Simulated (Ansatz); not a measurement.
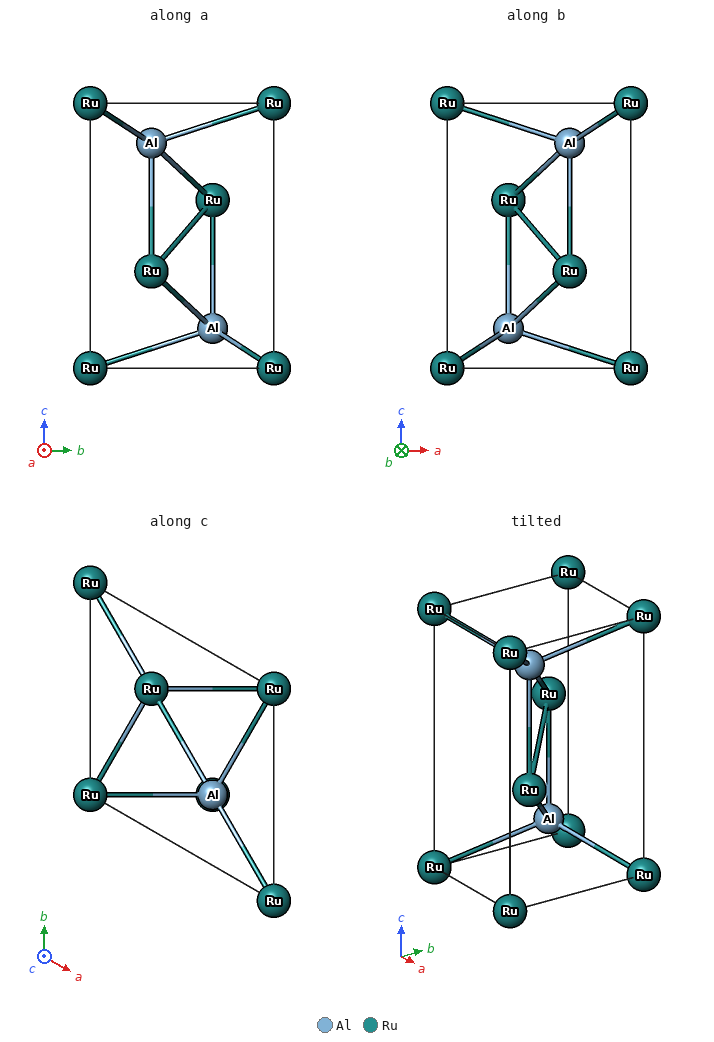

Drawn in the ball-and-stick manner and seen along the a axis, along the b axis, along the c axis and slightly off an axis. Thin lines show the conventional unit cell, with boundary atoms drawn in all their periodic places.

Lattice parameters: a = 4.106 Å, b = 4.106 Å, c = 5.132 Å, α = 90.00°, β = 90.00°, γ = 120.00°.

**Give the structure in the form of a table of Wyckoff sites, with free fractional coordinates to two decimals.**

Space group P-3m1 (No. 164).
| atom | site | x | y | z |
| --- | --- | --- | --- | --- |
| Al | 2d | 0.6667 | 0.3333 | 0.85 |
| Ru | 2d | 0.6667 | 0.3333 | 0.37 |
| Ru | 1a | 0.00 | 0.00 | 0.00 |

The model was built from a structure type filled with these elements by a generator (whether the compound takes this form wasn't checked). Earlier steps of the study may have refined or changed the cell and positions. An electronic-structure calculation with Ansatz was run on it.
